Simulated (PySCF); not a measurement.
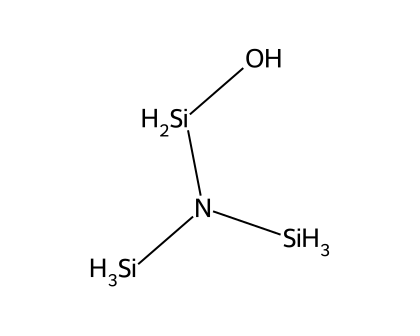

2D structure.

Give its SMILES.

O[SiH2]N([SiH3])[SiH3]

What is the molecular formula?

H9NOSi3.

An optimisation with PBE0-D3(BJ)/def2-SVP gave a structure of which point group?

C1. Other conformers may differ.

More results for the same structure follow; atom numbers are the same in all pictures, views and colours differ. The geometry was computed by an optimisation with PBE0-D3(BJ)/def2-SVP. No frequency run is at hand to confirm it as a minimum.

**Geometry**

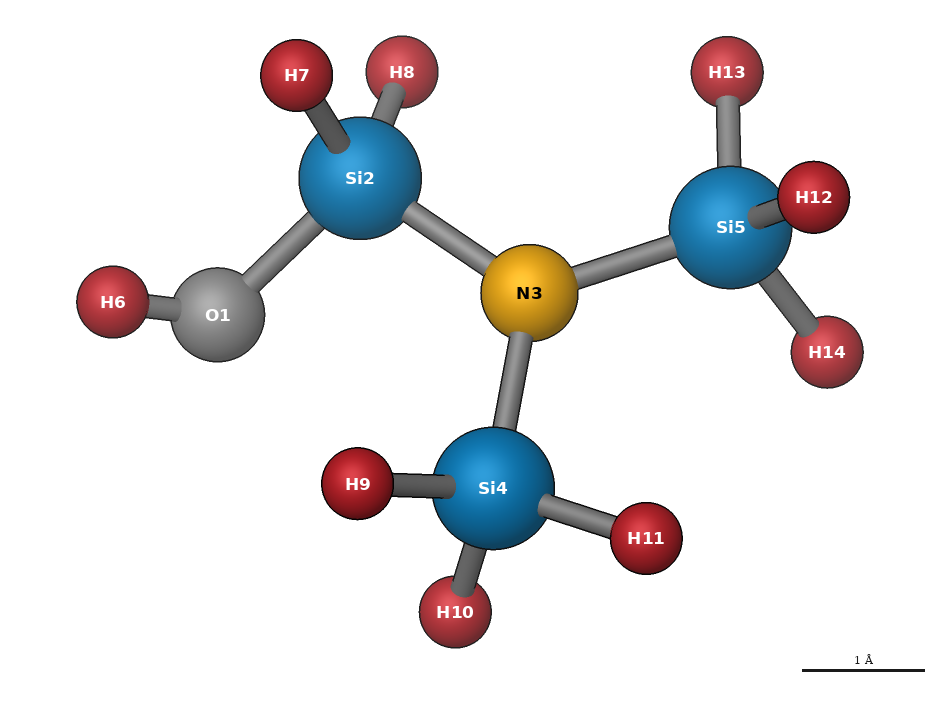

No frequency run is at hand to confirm it as a minimum.

Give the bond lengths.

| bond | length (Å) | order |
| --- | --- | --- |
| O1–Si2 | 1.668 | single |
| O1–H6 | 0.961 | single |
| Si2–N3 | 1.738 | single |
| Si2–H7 | 1.498 | single |
| Si2–H8 | 1.489 | single |
| N3–Si4 | 1.762 | single |
| N3–Si5 | 1.752 | single |
| Si4–H9 | 1.494 | single |
| Si4–H10 | 1.491 | single |
| Si4–H11 | 1.496 | single |
| Si5–H12 | 1.495 | single |
| Si5–H13 | 1.494 | single |
| Si5–H14 | 1.495 | single |

**Electronic properties**

No frequency run is at hand to confirm it as a minimum. Properties computed with B3LYP/pcSseg-1, gas phase (PySCF 2.14.0).

Computed properties:

- dipole moment: 1.44 D
- HOMO energy (Kohn–Sham orbital): −7.36 eV
- LUMO energy (Kohn–Sham orbital): −0.01 eV
- HOMO–LUMO gap: 7.34 eV

**NMR shielding**

The questions are on isotropic NMR shieldings of the H atoms. No frequency run is at hand to confirm it as a minimum. Level of theory: GIAO PBE0/STO-3G NMR shielding, non-relativistic, gas phase (PySCF 2.14.0).

Which H atom is the most shielded (lowest chemical shift)?

H6 (35.66 ppm).

Which H atom is the least shielded (highest chemical shift)?

H8 (30.20 ppm).

How wide is the range of H shifts?

5.46 ppm.

Give the isotropic NMR shieldings of the H atoms atom by atom.

| atom | σ (ppm) |
| --- | --- |
| H6 | 35.66 |
| H7 | 30.50 |
| H8 | 30.20 |
| H9 | 30.75 |
| H10 | 30.41 |
| H11 | 30.84 |
| H12 | 30.57 |
| H13 | 30.64 |
| H14 | 30.52 |

**Quadrupole coupling**

No frequency run is at hand to confirm it as a minimum. Electric field gradients from the ground-state density, PBE0/6-31G (PySCF 2.14.0), non-relativistic apart from any core potentials.

Give the largest field-gradient component, the quadrupole coupling constant and the asymmetry for 17O at O1 (Q = −25.6 mb), 14N at N3 (Q = 20.44 mb), 2H at H6 (Q = 2.86 mb), 2H at H7 (Q = 2.86 mb).

| atom | V_zz (a.u.) | e²qQ/h (MHz) | η |
| --- | --- | --- | --- |
| O1 | 1.451 | −8.73 | 0.67 |
| N3 | −0.736 | −3.54 | 0.04 |
| H6 | 0.515 | 0.346 | 0.07 |
| H7 | 0.173 | 0.116 | 0.04 |

**Charges**

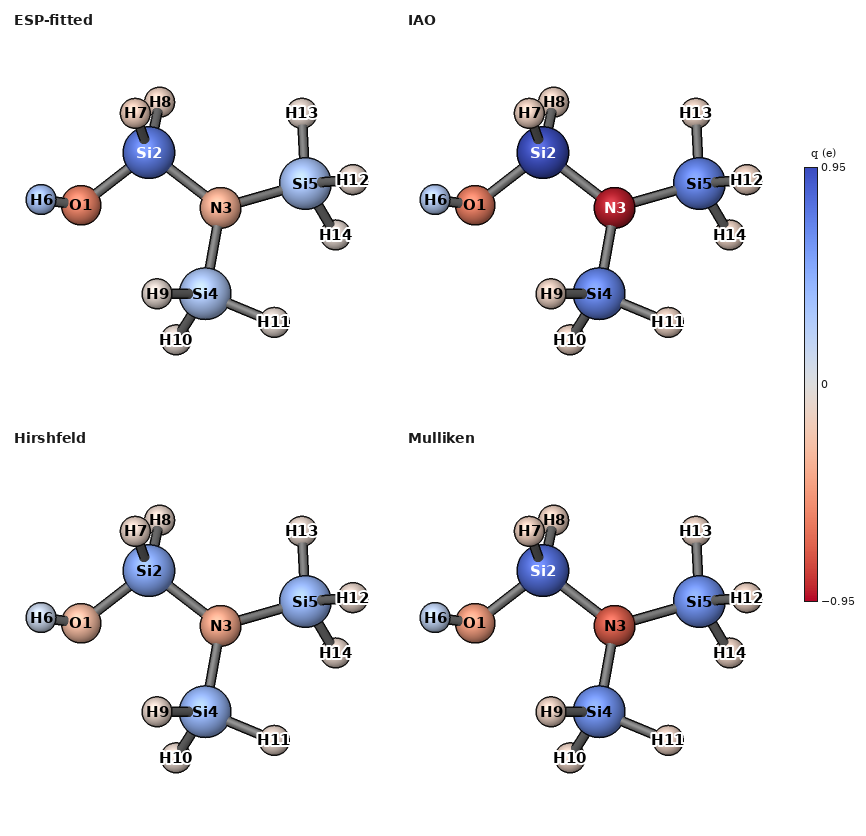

Atomic charges of one calculation by 4 schemes, on one colour scale. No frequency run is at hand to confirm it as a minimum. Method: PBE0/STO-3G (PySCF 2.14.0).

On which atom do the schemes disagree most?

On N3 (from −0.90 to −0.36 e).

List the charges (e), one line for each set of equivalent atoms.

```
atom  ESP-fitted    IAO  Hirshfeld  Mulliken
  O1       −0.57  −0.59      −0.28     −0.45
 Si2        0.73   0.93       0.50      0.79
  N3       −0.36  −0.90      −0.39     −0.72
 Si4        0.29   0.69       0.40      0.62
 Si5        0.31   0.69       0.40      0.62
  H6        0.32   0.24       0.12      0.19
  H7       −0.17  −0.15      −0.11     −0.15
  H8       −0.14  −0.13      −0.09     −0.14
  H9       −0.07  −0.13      −0.09     −0.13
 H10       −0.06  −0.13      −0.09     −0.12
 H11       −0.07  −0.13      −0.09     −0.13
 H12       −0.08  −0.13      −0.09     −0.13
 H13       −0.08  −0.13      −0.09     −0.13
 H14       −0.06  −0.13      −0.09     −0.13
```

Mulliken values depend strongly on the basis set and can even reverse the polarity of a bond.
